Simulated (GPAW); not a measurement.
Consider BaLiF3 (Pm-3m).

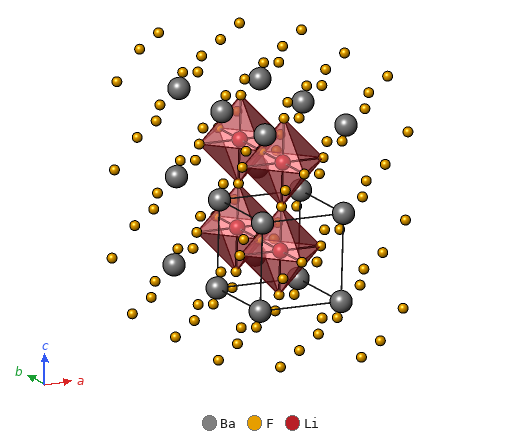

The structure (barium grey, fluorine orange, lithium red). 1×2×2 cells are drawn. Some periodic images of atoms are drawn too.

```xyz
5
Lattice="3.9886 0.0000 0.0000 0.0000 3.9886 0.0000 0.0000 0.0000 3.9886" Properties=species:S:1:pos:R:3 pbc="T T T"
Ba    0.0000    0.0000    0.0000
F     1.9943    0.0000    1.9943
F     1.9943    1.9943    0.0000
F     0.0000    1.9943    1.9943
Li    1.9943    1.9943    1.9943
```

Absorber: atom 5, with 6 F at 1.99 Å (octahedral, site symmetry m-3m). Method: GPAW, LDA, full core hole (charged cell), 20-atom cell with 6.9 Å between holes, 4×4×4 k points, dipole transitions, Gaussian full width 0.9 eV up to 4 eV, rising linearly to 3.5 eV at 25 eV.

**Question.** Predict the near-edge structure at the Li K edge.

Main maxima up to 24 eV above the zero (height): 2.1 eV (1.82), 4.7 eV (4.47), 6.1 eV (3.00), 13.0 eV (0.78) and 19.0 eV (0.42). A K edge sees empty p states on the absorber. The total-energy difference plus the lowest empty eigenvalue puts the zero at 59.24 eV. One term is added: -3.34 eV, since the hole is spin-paired here and a spin-polarised one costs that much less in the free atom (computed apart). The photon energy is then 55.90 eV. The tabulated edge of the element is 54.7 eV. The functional and the charged cell's background leave an error in such absolute values: in the free atom LDA prices this hole 1.0 eV below PBE (computed apart), and PBE is itself good to a few eV.

The Li K spectrum (energy from the lowest empty level; intensity scaled to a mean of 1 over the first 20 eV):

```tsv
E (eV)	intensity
-2.0	0.00
-0.5	0.00
1.0	0.47
2.5	1.60
4.0	2.70
5.5	2.87
7.0	1.22
8.5	0.21
10.0	0.26
11.5	0.51
13.0	0.78
14.5	0.50
16.0	0.33
17.5	0.34
19.0	0.42
20.5	0.38
22.0	0.37
23.5	0.30
25.0	0.24
26.5	0.24
28.0	0.27
29.5	0.29
```

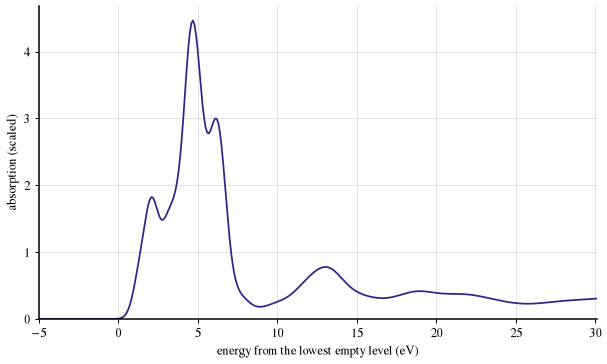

The Li K edge.

The mesh is coarse (0.28 Å⁻¹ between points), so small maxima may be mesh ripples. Lifetime broadening is put in by hand, and intensities beyond about 20 eV depend on it and on the partial waves; weight that the partial waves miss at high energy is lost. The structure is a computed Materials Project entry and may be a hypothetical form.

[Banner, clock and machine lines of the logs are left out without a mark of their own.]

[Logs are printed without paths, hosts, clocks, repeated set-up lines and the standing remarks that a program may print on its own settings, such as how far it seeks lower states.]

[Hosts, paths, dates, database ids (printed as entryN), source tags and the programs' standing remarks are cut or masked in the printed files.]

[Lists of maxima count a maximum above −3 eV only where it reaches 4 % of the highest in the window and stands out from its surroundings by 2 % of it (1.5 % where it reaches 55 %); shoulders and weaker maxima are passed over, and of the rest the first, up to two pre-edge ones and the few strongest are named.]
